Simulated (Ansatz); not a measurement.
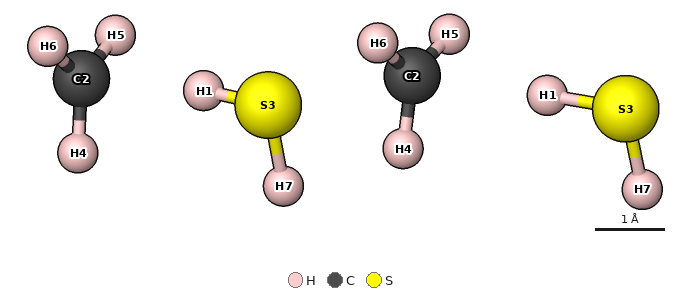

Two geometries of CH5S (multiplicity 2) (started from a transition state, displaced along its imaginary mode), drawn at one scale. One is the start of a relaxation, the other its converged end. Style: ball-and-stick. Shown at a tilt.

Theory: Ansatz 0.2.0, UKS PBE0-D4/def2-TZVP. Settings: force threshold 0.005 eV/Å; at most 200 steps.

Which geometry has the lower energy?

The right one is the relaxed one. After 10 accepted moves (11 points after the start) the energy has fallen by 65.2 kJ/mol. The largest force component goes from 7.3 to 0.00032 eV/Å. The line search rejected the trial step at point 7 of the run. The forces were under the threshold at step 8, but the run went on from there. H7 moves most after the best rigid fit: 0.31 Å. By element the largest moves are H 0.31 Å, S 0.28 Å, C 0.15 Å. Some distances before and after: H1–S3 1.165 → 1.350 Å, C2–H6 1.100 → 1.081 Å, S3–H7 1.354 → 1.341 Å, C2–H4 1.085 → 1.081 Å.
